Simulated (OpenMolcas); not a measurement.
**CH₅As: excited-state calculation (part 2 of 2)**

The same run, continued: CH₅As, SMILES [H][As]([H])C; CASSCF/ANO-RCC-VDZ, DKH2 (OpenMolcas 26.06). The geometry comes from this level: GFN2-xTB.

Geometry of the input (Å):
```
As 0.4701  0.7898  0.9056
H  1.6949  0.8462  0.0382
H  -0.1352  1.8900  0.0810
C  -0.3821  -0.6661  -0.1196
H  0.1070  -1.6107  0.1173
H  -0.3252  -0.5002  -1.1933
H  -1.4295  -0.7490  0.1707
```

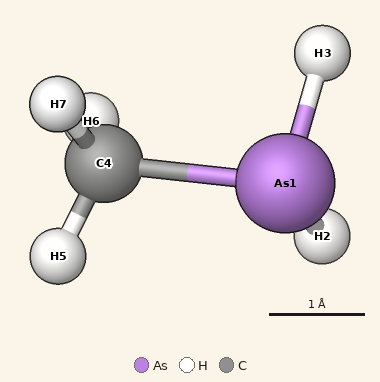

Fig. 1: The structure (ball-and-stick view, seen at a tilt; atoms are numbered from 1 in the order of the input).

Log, continued
```
      Average CI energy                           -2299.55018766
      RASSCF energy for state  2                  -2299.42877943
      Super-CI energy                                -0.00000000
      RASSCF energy change                           -0.00000000
      Max change in MO coefficients               1.156E-05
      Max non-diagonal density matrix element    -8.145E-06
      Maximum BLB matrix element                  2.026E-06
      (orbital pair  23,  25 in symmetry   1)
      Norm of electronic gradient            9.679E-02
--

      Final state energy(ies):
      ------------------------

::    RASSCF root number  1 Total energy:  -2299.67159590
::    RASSCF root number  2 Total energy:  -2299.42877943
      Von Neumann Entropy (Root   1) =  0.00510

      Mulliken population analysis for root number:  1
      -----------------------------------------------

++    Molecular charges:
      ------------------

      Mulliken charges per centre
      ---------------------------

                AS1     H2      H3      C4      H5      H6      H7
      Total   32.7642  1.0592  1.0589  6.5265  0.8590  0.8735  0.8586

      N-E      0.2358 -0.0592 -0.0589 -0.5265  0.1410  0.1265  0.1414

      Total electronic charge=   44.000000

      Total            charge=   -0.000000
--

      Expectation values of various properties for root number:  1
      -----------------------------------------------------------

++    Molecular properties:
      ---------------------

      Charge (e):
                      =   -0.0000
      Dipole Moment (debye):
      Origin of the operator (angstrom)=    0.3322    0.5552    0.7136
                   X= -4.5822E-01               Y= -7.4819E-01               Z= -1.4405E+00           Total=  1.6866E+00
      Quadrupole Moment (debye*angstrom):
      Origin of the operator (angstrom)=    0.3322    0.5552    0.7136
                  XX= -2.5906E+01              XY=  3.2584E-01              XZ= -3.7018E-02              YY= -2.5513E+01
                  YZ=  3.1118E-02              ZZ= -2.8297E+01
      In traceless form (debye*angstrom)
                  XX=  9.9924E-01              XY=  4.8876E-01              XZ= -5.5528E-02              YY=  1.5887E+00
                  YZ=  4.6677E-02              ZZ= -2.5879E+00
--

      LoProp population analysis for root number:  1
      -----------------------------------------------

++    LoProp analysis:
      ----------------

++    Static properties:
      ------------------

      LoProp Charges per center

                   AS1      H2       H3       C4       H5       H6       H7
      Nuclear     33.0000   1.0000   1.0000   6.0000   1.0000   1.0000   1.0000
      Electronic -32.9103  -1.0066  -1.0065  -6.4599  -0.8695  -0.8777  -0.8695

      Total        0.0897  -0.0066  -0.0065  -0.4599   0.1305   0.1223   0.1305
--

      Natural Bond Order analysis for root number:  1

++    Natural Bond Order analysis
      ---------------------------
      Based on LoProp computed density
      -------------------------------------------------------------------------------------
      Atom A       Atom B       Bond Order
      -------------------------------------------------------------------------------------
      NBO located      0.998 non-bonded electrons on atom AS1
      NBO located      0.999 non-bonded electrons on atom AS1
      NBO located      0.999 non-bonded electrons on atom AS1
      NBO located      1.001 non-bonded electrons on atom AS1
      NBO located      1.000 non-bonded electrons on atom AS1
      NBO located      1.000 non-bonded electrons on atom AS1
      NBO located      1.000 non-bonded electrons on atom AS1
      NBO located      1.000 non-bonded electrons on atom AS1
      NBO located      1.000 non-bonded electrons on atom AS1
      NBO located      1.000 non-bonded electrons on atom AS1
      NBO located      1.000 non-bonded electrons on atom AS1
      NBO located      1.000 non-bonded electrons on atom AS1
      NBO located      1.000 non-bonded electrons on atom AS1
      NBO located      1.000 non-bonded electrons on atom AS1
      NBO located      1.000 non-bonded electrons on atom C4
      The remaining    8.794 electrons are to be considered as diffuse
--

--

      Von Neumann Entropy (Root   2) =  1.00000

      Mulliken population analysis for root number:  2
      -----------------------------------------------

++    Molecular charges:
      ------------------

      Mulliken charges per centre
      ---------------------------

                AS1     H2      H3      C4      H5      H6      H7
      Total   32.0358  1.3864  1.3863  6.3514  0.9248  0.9922  0.9232

      N-E      0.9642 -0.3864 -0.3863 -0.3514  0.0752  0.0078  0.0768

      Total electronic charge=   44.000000

      Total            charge=   -0.000000
--

      Expectation values of various properties for root number:  2
      -----------------------------------------------------------

++    Molecular properties:
      ---------------------

      Charge (e):
                      =   -0.0000
      Dipole Moment (debye):
      Origin of the operator (angstrom)=    0.3322    0.5552    0.7136
                   X=  6.9203E-01               Y=  1.1502E+00               Z=  1.6561E+00           Total=  2.1318E+00
      Quadrupole Moment (debye*angstrom):
      Origin of the operator (angstrom)=    0.3322    0.5552    0.7136
                  XX= -3.7580E+01              XY=  1.9596E+00              XZ=  1.7130E+00              YY= -3.5436E+01
                  YZ=  2.9420E+00              ZZ= -3.6741E+01
      In traceless form (debye*angstrom)
                  XX= -1.4910E+00              XY=  2.9394E+00              XZ=  2.5695E+00              YY=  1.7243E+00
                  YZ=  4.4130E+00              ZZ= -2.3329E-01
--

      LoProp population analysis for root number:  2
      -----------------------------------------------

++    LoProp analysis:
      ----------------

++    Static properties:
      ------------------

      LoProp Charges per center

                   AS1      H2       H3       C4       H5       H6       H7
      Nuclear     33.0000   1.0000   1.0000   6.0000   1.0000   1.0000   1.0000
      Electronic -32.2982  -1.2166  -1.2167  -6.4310  -0.9408  -0.9563  -0.9404

      Total        0.7018  -0.2166  -0.2167  -0.4310   0.0592   0.0437   0.0596
--

      Natural Bond Order analysis for root number:  2

++    Natural Bond Order analysis
      ---------------------------
      Based on LoProp computed density
      -------------------------------------------------------------------------------------
      Atom A       Atom B       Bond Order
      -------------------------------------------------------------------------------------
      NBO located      0.966 non-bonded electrons on atom AS1
      NBO located      0.998 non-bonded electrons on atom AS1
      NBO located      0.998 non-bonded electrons on atom AS1
      NBO located      0.999 non-bonded electrons on atom AS1
      NBO located      0.999 non-bonded electrons on atom AS1
      NBO located      1.000 non-bonded electrons on atom AS1
      NBO located      0.999 non-bonded electrons on atom AS1
      NBO located      1.000 non-bonded electrons on atom AS1
      NBO located      1.000 non-bonded electrons on atom AS1
      NBO located      1.000 non-bonded electrons on atom AS1
      NBO located      1.000 non-bonded electrons on atom AS1
      NBO located      1.000 non-bonded electrons on atom AS1
      NBO located      1.000 non-bonded electrons on atom AS1
      NBO located      1.000 non-bonded electrons on atom AS1
      NBO located      0.995 non-bonded electrons on atom C4
      The remaining    7.377 electrons are to be considered as diffuse
--

--

      Average orbitals are written to the RASORB file
      Natural orbitals for root   1 are written to the RASORB.1 file
      Natural orbitals for root   2 are written to the RASORB.2 file
      Spin density orbitals for root   1 are written to the SPDORB.1 file
      Spin density orbitals for root   2 are written to the SPDORB.2 file

--- Stop Module: rasscf /rc=_RC_ALL_IS_WELL_ ---
           step3.SpdOrb.1 step3.SpdOrb.2 xmldump
--- Module rasscf spent 1 second ---

--- Start Module: rassi ---

                                               &RASSI

                       available to each process: 1.9 GB of memory, 1 thread

      ********************************************************************************
      *                             General data section                             *
      ********************************************************************************

   Specific data for JOBIPH file JOBIPH
   -------------------------------------

   Header from SEWARD:

   CASSCF title (first line only):
       (No title given)

  STATE IRREP:                1
  SPIN MULTIPLICITY:          1
  ACTIVE ELECTRONS:           2
  MAX RAS1 HOLES:             0
  MAX RAS3 ELECTRONS:         0
  NR OF CONFIG:               3

   The following data are common to all the states:
   ------------------------------------------------
   (note: frozen counts as inactive, deleted as secondary)

      Nr of irreps: 1

                 Total     No./Irrep
      Irrep                  1
                             a

      INACTIVE      21      21
      ACTIVE         2       2
      SECONDARY     18      18
      BASIS         41      41

      RAS1           0       0
      RAS2           2       2
      RAS3           0       0

        MATRIX ELEMENTS WILL BE COMPUTED FOR THE FOLLOWING ONE-ELECTRON OPERATORS, UNLESS ZERO BY SYMMETRY.
   (Herm=Hermitian, Anti=Antihermitian, Sing=Singlet operator, Trip=Triplet operator)
     MLTPL  0   1 (HERMSING)     MLTPL  1   1 (HERMSING)     MLTPL  1   2 (HERMSING)
     MLTPL  1   3 (HERMSING)     MLTPL  2   1 (HERMSING)     MLTPL  2   2 (HERMSING)
     MLTPL  2   3 (HERMSING)     MLTPL  2   4 (HERMSING)     MLTPL  2   5 (HERMSING)
     MLTPL  2   6 (HERMSING)     VELOCITY   1 (ANTISING)     VELOCITY   2 (ANTISING)
     VELOCITY   3 (ANTISING)     ANGMOM     1 (ANTISING)     ANGMOM     2 (ANTISING)
     ANGMOM     3 (ANTISING)     MLTPV  2   1 (ANTISING)     MLTPV  2   2 (ANTISING)
     MLTPV  2   3 (ANTISING)     MLTPV  2   4 (ANTISING)     MLTPV  2   5 (ANTISING)
     MLTPV  2   6 (ANTISING)

       EIGENSTATES OF A SPIN-FREE HAMILTONIAN WILL BE COMPUTED BASED ON:

  A Hamiltonian matrix computed by RASSI.

  Nr of states:                    2

   State:        1   2
  JobIph:        1   1
 Root nr:        1   2

  HAMILTONIAN MATRIX FOR THE ORIGINAL STATES:

  Diagonal, with energies
  -2299.67159590  -2299.42877943

      OVERLAP MATRIX FOR THE ORIGINAL STATES:

  Diagonal, with elements
      1.00000000      1.00000000

::    RASSI State    1     Total energy:   -2299.67159589771654
::    RASSI State    2     Total energy:   -2299.42877943014173

      ****************************************************************************************************
      *                                         Spin-free section                                        *
      *                 Note: index according to input order, order according to energy.                 *
      ****************************************************************************************************

  SPIN-FREE ENERGIES:
  (Shifted by EMIN (a.u.) =      -2299.6715958977)

 SF State       Relative EMIN(au)   Rel lowest level(eV)    D:o, cm**(-1)

     1             0.0000000000        0.0000000000              0.0000
     2             0.2428164676        6.6073726861          53292.0547

++ Dipole transition strengths (spin-free states):
   -----------------------------------------------
     for osc. strength at least  1.00000000E-05

      From   To        Osc. strength     Einstein coefficients Ax, Ay, Az (sec-1)    Total A (sec-1)
     -----------------------------------------------------------------------------------------------
         1    2       1.51747196E-01  4.04300894E+07  1.35199409E+08  1.11837393E+08  2.87466892E+08
     -----------------------------------------------------------------------------------------------
--

++ Velocity transition strengths (spin-free states):
   -------------------------------------------------
     for osc. strength at least  1.00000000E-05

      From   To        Osc. strength     Einstein coefficients Ax, Ay, Az (sec-1)    Total A (sec-1)
     -----------------------------------------------------------------------------------------------
         1    2       1.88766249E-01  4.45521108E+07  1.50428008E+08  1.62614934E+08  3.57595053E+08
     -----------------------------------------------------------------------------------------------
--

++ Length and velocity gauge comparison (spin-free states):
   --------------------------------------------------------

 --------------------------------------------------
 A comparison between the dipole oscillator strengths in
 length and velocity gauge will be performed

     All dipole oscillator differences above the tolerance of   1.00000000E-01  will be printed

 Due to basis set deficiency these oscillator may be problematic

 The tolerance is defined as ABS(1-O_l/O_v)
 O_l : dipole oscillator strength in length gauge
 O_p : dipole oscillator strength in velocity gauge
 --------------------------------------------------

  Problematic transitions have been found

      From   To       Difference (%) Osc. st. (len.) Osc. st. (vel.)
     ---------------------------------------------------------------
         1    2            19.611055  1.51747196E-01  1.88766249E-01
     ---------------------------------------------------------------

 Number of problematic transitions =                     1

--

 Electric-dipole - electric-octupole not included
 Electric-dipole - magnetic-quadrupole not included

      ****************************************************************************************************
      *                                    Special properties section                                    *
      ****************************************************************************************************

--- Stop Module: rassi /rc=_RC_ALL_IS_WELL_ ---

.##################.
.# Happy landing! #.
.##################.

    Timing: Wall=4.42 User=3.27 System=1.14
```

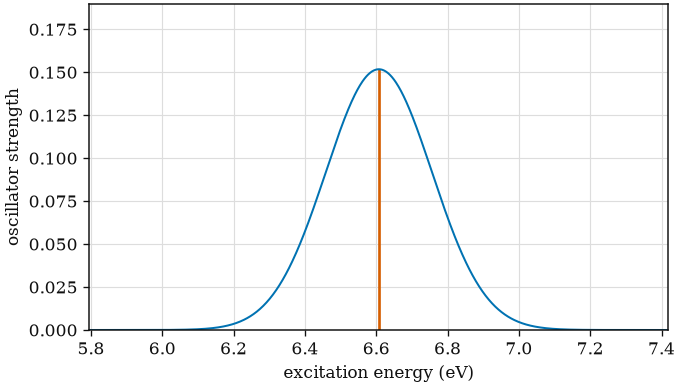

Fig. 2: Computed excitations as sticks (degenerate states added up, dark ones marked on the axis), with a Gaussian envelope of 0.35 eV full width at half maximum, scaled to the tallest. Of the 1 states the lowest lies at 6.61 eV (f = 0.152); the strongest line is at 6.61 eV, or 188 nm (f = 0.152).

Results in brief

```csv
quantity,value
outcome,converged
total energy,−2299.671596 hartree
CASSCF energy,−2299.671596 hartree
basis functions,41
lowest singlet excitation,6.61 eV
wall time,4.8 s
peak memory,0.41 GiB
```
